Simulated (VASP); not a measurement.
Band structure of BaTe (rock salt). All values below come from vdW-DF2, VASP's PBE PAW potentials (set 64) (plane waves; VASP).

Unless said otherwise, spin-orbit coupling is left out, though it shifts the bands of the heavy elements here.

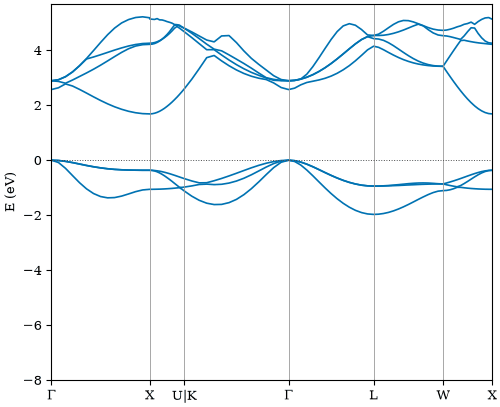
Bands along high-symmetry lines, zero at the valence-band maximum or, without a gap, the Fermi level

### Question
Read the plot: is there a gap, and where are the band edges?

### Answer
The gap is indirect, 1.68 eV, from the valence maximum at Γ to the conduction minimum at X. (Edges off the drawn lines would not show.)

The compound is BaTe in the rock salt structure. It was relaxed first, which changed the volume by +10 %.
